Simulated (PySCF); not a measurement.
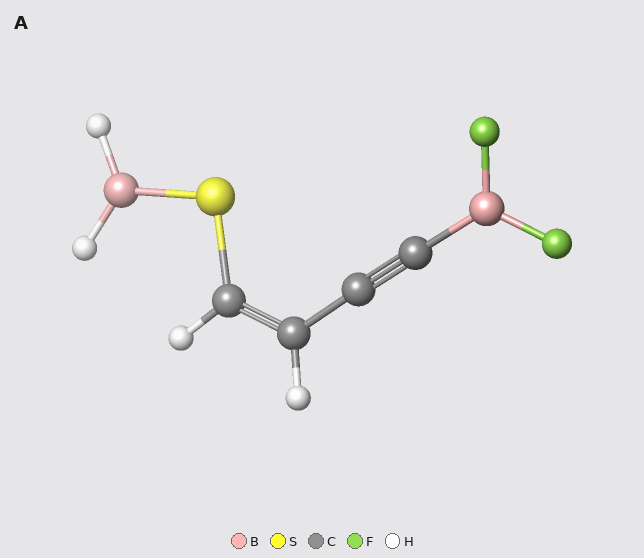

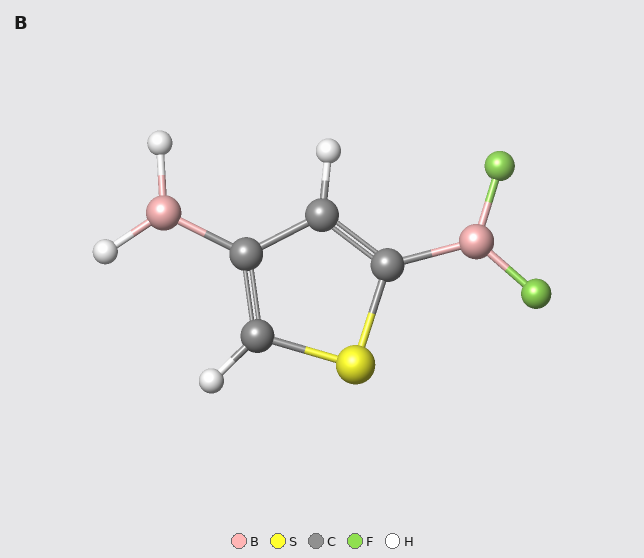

2 stationary structures of one formula. Geometries: GFN2-xTB. Electronic energies: PBE0/pcSseg-1 (PySCF 2.14.0), without zero-point energy. No frequency run is at hand to confirm each as a minimum. Each is one conformer, not always the lowest.

Are they conformers, stereoisomers or constitutional isomers?

They are constitutional isomers of C4H4B2F2S: A `BS/C=C\C#CB(F)F`, B `Bc1csc(B(F)F)c1`.

Rank them by energy, lowest first.

B is lowest; A lies 146.0 kJ/mol above it.

The geometry is semi-empirical. Around B such bond lengths and angles can be off by a tenth of an ångström or more and by several degrees, and values that hang on the shape move with them.
